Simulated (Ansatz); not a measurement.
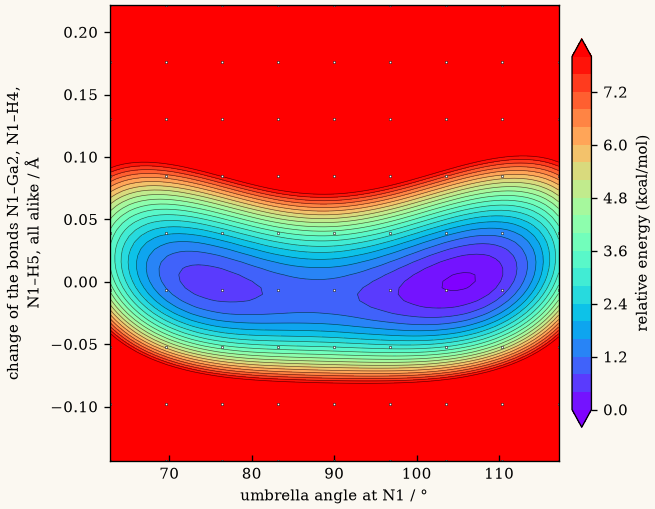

BrGaH2N, SMILES [NH2][Ga][Br], spin multiplicity 2. The first coordinate is: umbrella angle at N1 (between each of its bonds and their common axis; 90 is planar); the second: change of the bonds N1–Ga2, N1–H4, N1–H5, all alike. Nothing is relaxed (all other coordinates rigid). The scan uses a 9 × 9 grid. Points are written as (first, second). All energies are given in kcal/mol relative to the lowest grid point. Level of theory: UKS PBE-D4/def2-TZVP in Ansatz 0.2.0.

Drawn: filled contours, dots at the grid points, one colour for all values above the top of the scale. Between grid points the surface is interpolated.

**Where is the minimum, and how stiff is the well along each coordinate?**

The interpolated minimum is at the first coordinate ≈ 105.2°, the second coordinate ≈ 0.000 Å. The curvatures there are about 4.3 eV/rad² and 99.3 eV/Å², with a cross term of about −7.6 eV/(rad·Å). Round the minimum the valley is somewhat tilted: raising the first coordinate shifts the best value of the second coordinate upwards (coupling k₁₂/√(k₁₁k₂₂) about −0.4). (1 eV is 23.1 kcal/mol.)
